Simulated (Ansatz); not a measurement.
# CH₂BFN₂ with the probe F-: a probe moved round a molecule

A grid of calculations on CH₂BFN₂ (SMILES N=C1NB1F) with the probe F-, to see where the energy is lowest and how it rises around there.

Method: RKS PBE0-D4/def2-SVPD; program: Ansatz 0.2.0.

## 1. Where the work starts

SMILES `N=C1NB1F`, 7 atoms, charge 0, spin multiplicity 1.

Atoms are counted from 1 here; the program's logs count them from 0.

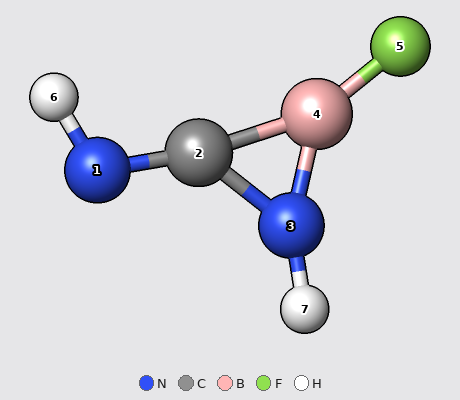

Start geometry, drawn with nitrogen blue, carbon grey, boron pink, fluorine green, hydrogen white; atoms are numbered from 1 in the order of the file.

As a file:

```xyz
7

N    -0.8309   -0.0813    1.5079
C    -0.3008    0.0417    0.3627
N     0.8881   -0.5125   -0.2179
B     0.1713    0.3248   -1.0682
F     0.1892    0.8285   -2.2930
H    -1.6958    0.4701    1.5772
H     1.6401   -1.1394    0.0855
```

This geometry comes from a loose relaxation at PBE in a small basis, which is not shown.

## 4. Setting up the map

The probe is moved over a plane parallel to the molecule's main plane, 2.30 Å above it (x and y are the axes of that plane, centred on the molecule).

The axes are (1) x of the probe's F atom: 11 values from −3.40 Å; (2) y of the probe's F atom: 11 values from −3.40 Å.

Nothing else is relaxed (molecule and probe rigid). Energies count from molecule and probe far apart, each relaxed in its own basis (no counterpoise correction). Points are written as (first, second).

The probe F- moves over a plane: parallel to the molecule's main plane, 2.30 Å above it. The molecule is turned into the frame of its main axes, as the inputs below show.

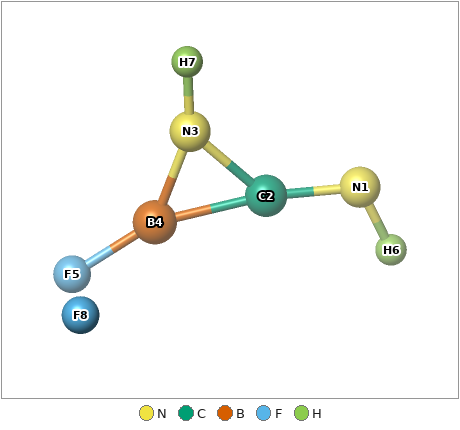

The geometry at (−2.04 Å, 0.00 Å).

(The set-up runs are not shown.)

## 5. Grid point (−2.04 Å, 0.00 Å)

Input file input.yaml:

```yaml
crystal:
  periodic: [false, false, false]
  atoms:
    - { symbol: "N", position_ang: [1.983776, -0.426289, 3.0e-06] }
    - { symbol: C, position_ang: [0.756959, -0.152344, 0.0] }
    - { symbol: "N", position_ang: [0.040203, 1.067689, 5.0e-06] }
    - { symbol: B, position_ang: [-0.762701, -0.054933, -1.9e-05] }
    - { symbol: F, position_ang: [-2.018237, -0.434122, 1.1e-05] }
    - { symbol: H, position_ang: [2.135276, -1.433294, -6.0e-06] }
    - { symbol: H, position_ang: [0.274323, 2.055175, 2.1e-05] }
    - { symbol: F, position_ang: [-2.04, 0.0, 2.3] }
total_charge: -1
basis:
  gaussian: { orbitals: def2-SVPD }
hamiltonian:
  xc: pbe0
  dispersion: d4
output:
  forces: true
```

On the command line:

```sh
ansatz run input.yaml --threads 1 --pin off --max-ram 2560MiB --backend cpu --events-out ev --progress --plain --runs-dir out
```

The session goes on with these runs: the other points that were computed.

**Question.** What will these runs give? Wanted: lowest point; highest computed point; largest force on an atom; charge on the probe.

The runs gave:

| quantity | value |
| --- | --- |
| lowest point | (−0.68 Å, 0.00 Å) [nearest 1 B at 2.30 Å], −90 kJ/mol |
| highest computed point | (2.04 Å, 0.00 Å), 122 kJ/mol above the lowest |
| largest force on an atom (eV/Å) | 0.57 at (0.68 Å, −3.40 Å) to 3.13 at (−1.36 Å, 0.00 Å); 3.01 at the lowest point |
| charge on the probe (e) | −0.997 at (−2.72 Å, 0.68 Å) to −0.924 at (0.00 Å, 0.00 Å); −0.929 at the lowest point |
| time for the whole task | 14 min on 1 thread, shared host |

In words: The lowest computed point is at (−0.68 Å, 0.00 Å) [nearest 1 B at 2.30 Å], −90 kJ/mol from molecule and probe far apart, each relaxed in its own basis (no counterpoise correction). The grid is coarse, so the lowest point of the scanned range may lie between grid points; coordinates that were held can hide deeper minima. There is a further well near (0.00 Å, 2.72 Å) [nearest 1 H at 2.41 Å] (27 kJ/mol above the lowest at that grid point). The highest computed point, (2.04 Å, 0.00 Å) [nearest 1 N at 2.34 Å], lies 122 kJ/mol above the lowest. On the interpolated surface the easiest way out of the lowest well to the well at (0.00 Å, 2.72 Å) [nearest 1 H at 2.41 Å] passes a barrier of about 37 kJ/mol. Near the minimum the curvatures are about 0.61 and 1.3 eV/Å² along the soft and the stiff direction. No counterpoise correction was made, so wells between separate parts tend to come out somewhat too deep.
